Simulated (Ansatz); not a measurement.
Reaction (SMILES): Cl (HCl) → Cl atom + H atom
B3LYP-D3(BJ)/def2-TZVP geometries, fixed; electronic energies without zero-point terms.
Largest species:
```
Cl
H 1 1.2820
```

Basis-set convergence of the bond dissociation energy at B2PLYP with Ansatz (a quantum-chemistry and plane-wave program). Cartesian d functions, on some or all atoms, in 6-31G*, 6-31+G*, 6-311G**; all else is spherical. Cores are frozen. Open shells are unrestricted. No added dispersion term, no relativity. Functions are those of the species that has most. Reference: the value in aug-cc-pV(5+d)Z, 105.73 kcal/mol, itself unsure by roughly 0.16 kcal/mol (its mean distance from pcseg-4, aug-pcseg-3, aug-cc-pV(Q+d)Z). Deviations are taken from unrounded values.

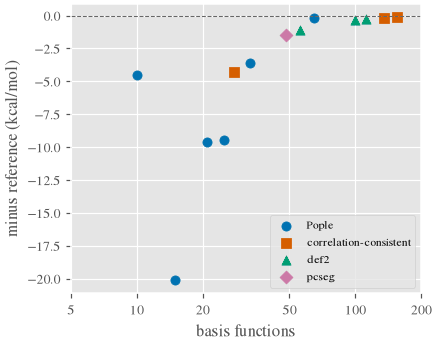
Figure. Deviation from the reference against the number of basis functions, by family of sets.

```json
[
 {"basis": "STO-3G", "functions": "10", "bond dissociation energy (kcal/mol)": "101.17", "minus reference (kcal/mol)": "-4.55"},
 {"basis": "3-21G", "functions": "15", "bond dissociation energy (kcal/mol)": "85.60", "minus reference (kcal/mol)": "-20.12"},
 {"basis": "6-31G*", "functions": "21", "bond dissociation energy (kcal/mol)": "96.09", "minus reference (kcal/mol)": "-9.64"},
 {"basis": "6-31+G*", "functions": "25", "bond dissociation energy (kcal/mol)": "96.28", "minus reference (kcal/mol)": "-9.44"},
 {"basis": "cc-pV(D+d)Z", "functions": "28", "bond dissociation energy (kcal/mol)": "101.45", "minus reference (kcal/mol)": "-4.28"},
 {"basis": "6-311G**", "functions": "33", "bond dissociation energy (kcal/mol)": "102.11", "minus reference (kcal/mol)": "-3.62"},
 {"basis": "pcseg-2", "functions": "48", "bond dissociation energy (kcal/mol)": "104.28", "minus reference (kcal/mol)": "-1.44"},
 {"basis": "def2-TZVPP", "functions": "56", "bond dissociation energy (kcal/mol)": "104.64", "minus reference (kcal/mol)": "-1.08"},
 {"basis": "6-311++G(3df,3pd)", "functions": "65", "bond dissociation energy (kcal/mol)": "105.53", "minus reference (kcal/mol)": "-0.20"},
 {"basis": "def2-QZVPP", "functions": "100", "bond dissociation energy (kcal/mol)": "105.37", "minus reference (kcal/mol)": "-0.36"},
 {"basis": "def2-QZVPPD", "functions": "112", "bond dissociation energy (kcal/mol)": "105.47", "minus reference (kcal/mol)": "-0.26"},
 {"basis": "aug-cc-pV(Q+d)Z", "functions": "135", "bond dissociation energy (kcal/mol)": "105.56", "minus reference (kcal/mol)": "-0.16"},
 {"basis": "cc-pV(5+d)Z", "functions": "155", "bond dissociation energy (kcal/mol)": "105.62", "minus reference (kcal/mol)": "-0.11"}
]
```
